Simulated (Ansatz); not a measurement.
# GaH2O2 (SMILES [OH][Ga][OH]) at RPA@PBE/def2-SVPD

What is the vertical electron affinity of GaH2O2 at RPA@PBE/def2-SVPD? 

Program for the calculation: Ansatz 0.2.0.

48 further runs of the same task are left out: 48 set aside as unsound or not needed.

### 1 The molecule

The species is GaH2O2 (5 atoms), meant as a doublet with charge 0. SMILES: `[OH][Ga][OH]`. Geometry: relaxed at PBE0-D4/def2-TZVP. This is one conformer, not always the lowest.

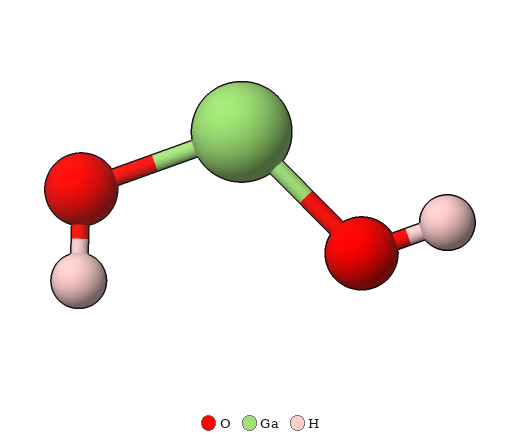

Viewed from a chosen angle; oxygen red, gallium green, hydrogen pink.

### 2 A single-point energy at RPA@PBE/def2-SVPD

molecule.yaml reads:

```yaml
crystal:
  periodic: [false, false, false]
  atoms:
    - {symbol: O, position_ang: [-0.370600, 0.021600, -1.274400]}
    - {symbol: Ga, position_ang: [-0.311700, -0.753800, 0.353600]}
    - {symbol: O, position_ang: [0.618200, 0.154900, 1.591100]}
    - {symbol: H, position_ang: [-0.867400, -0.464600, -1.936500]}
    - {symbol: H, position_ang: [0.981500, 0.968200, 1.224700]}
basis:
  gaussian:
    orbitals: def2-SVPD
magnetization:
  spin_polarized: true
  initial_magnetization: 1
hamiltonian:
  xc: pbe
correlation:
  method: rpa
  frozen_orbitals: {Ga: 9, H: 0, O: 1}
accuracy: high
```

Launch:

```
$ ansatz run molecule.yaml --threads 1 --pin off --max-ram 3480MiB --events-out events.jsonl --progress --plain --runs-dir runs
```

Standard output:

```text
Warning: RAYON_NUM_THREADS=1 ignored (pool sized by the plan → 1); use --threads N
Functional definition: PBE
  name "PBE"
  parameter kappa = 0.804
  parameter beta = 0.06672455060314922
  exchange = pbe_x(kappa = kappa, mu = beta*pi^2/3)
  correlation = pbe_c(beta = beta)
1902 factors; integrals over basis functions are off by at most 4.3e-9 eV
mean field evaluation 1: about -56468.0127 eV, gradient 6.6e1 eV
mean field evaluation 2: about -56468.0107 eV, gradient 6.6e1 eV
mean field evaluation 4: about -56482.0184 eV, gradient 1.6e1 eV
mean field evaluation 8: about -56483.6521 eV, gradient 5.7e-1 eV
mean field evaluation 16: about -56483.6509 eV, gradient 8.6e-5 eV
mean field evaluation 32: about -56456.8774 eV, gradient 2.1e1 eV
mean field -56483.65087527 eV, -2075.7358836727 hartree, gradient 1.7e-8 eV, S^2 0.751835; 0 other end points of the search recorded, 0 dependent functions left out
11 core orbitals not correlated: weight in the atoms' cores, before any rotation towards them, 1.000 or more for the frozen orbitals, at most 0.000 for the correlated occupied ones
reference -56430.04517189 eV, -2073.7659104085 hartree; 14, 13 occupied and 75, 76 virtual orbitals, 1902 factors
Total energy: -56454.08898248 eV, -2074.6495041502 hartree
```

Run time: 8.4 s. Hardware: 1 thread of Intel Xeon 6975P-C (Granite Rapids), shared host; peak memory 0.41 GiB.

### 3 The singlet anion

run.yaml reads:

```yaml
crystal:
  periodic: [false, false, false]
  atoms:
    - symbol: O
      position_ang: [-0.370600, 0.021600, -1.274400]
    - symbol: Ga
      position_ang: [-0.311700, -0.753800, 0.353600]
    - symbol: O
      position_ang: [0.618200, 0.154900, 1.591100]
    - symbol: H
      position_ang: [-0.867400, -0.464600, -1.936500]
    - symbol: H
      position_ang: [0.981500, 0.968200, 1.224700]
basis:
  gaussian: {orbitals: def2-SVPD}
total_charge: -1
hamiltonian: {xc: {name: PBE}}
correlation: {method: rpa, frozen_orbitals: {Ga: 9, H: 0, O: 1}}
accuracy: high
```

Launch:

```
$ ansatz run run.yaml --threads 1 --pin off --max-ram 3480MiB --events-out events.jsonl --progress --plain --runs-dir runs
```

Standard output, cut to the lines that bear on the results:

```text
Warning: RAYON_NUM_THREADS=1 ignored (pool sized by the plan → 1); use --threads N
[... 6 set-up lines as earlier in the session ...]
1905 factors; integrals over basis functions are off by at most 4.3e-9 eV
mean field evaluation 1: about -56482.9300 eV, gradient 4.0e1 eV
mean field evaluation 2: about -56482.9297 eV, gradient 4.0e1 eV
mean field evaluation 4: about -56484.7591 eV, gradient 1.7e1 eV
mean field evaluation 8: about -56485.2615 eV, gradient 2.5e-1 eV
mean field evaluation 16: about -56485.2617 eV, gradient 2.1e-5 eV
mean field -56485.26168937 eV, -2075.7950799989 hartree, gradient 1.5e-8 eV, S^2 0.000000; 0 other end points of the search recorded, 0 dependent functions left out
11 core orbitals not correlated: weight in the atoms' cores, before any rotation towards them, 1.000 or more for the frozen orbitals, at most 0.000 for the correlated occupied ones
reference -56430.68331325 eV, -2073.7893616709 hartree; 14, 14 occupied and 75, 75 virtual orbitals, 1905 factors
Total energy: -56455.78529031 eV, -2074.7118423130 hartree
```

Run time: 6.3 s. Hardware: 1 thread of Intel Xeon 6975P-C (Granite Rapids), shared host; peak memory 0.36 GiB.

### 4 Outcome

At RPA@PBE/def2-SVPD, 11 core orbitals frozen:

| quantity | value |
| --- | --- |
| doublet GaH2O2: total energy | -2074.64950 Eh |
| doublet GaH2O2: RPA correlation energy (valence) | -883.6 mEh |
| doublet GaH2O2: ⟨S²⟩ of the reference determinant | 0.752 |
| singlet anion: total energy | -2074.71184 Eh |
| singlet anion: RPA correlation energy (valence) | -922.5 mEh |
| vertical electron affinity (to the singlet anion) | 1.696 eV |

In words: At fixed nuclei the extra electron is bound by 1.70 eV (164 kJ/mol).
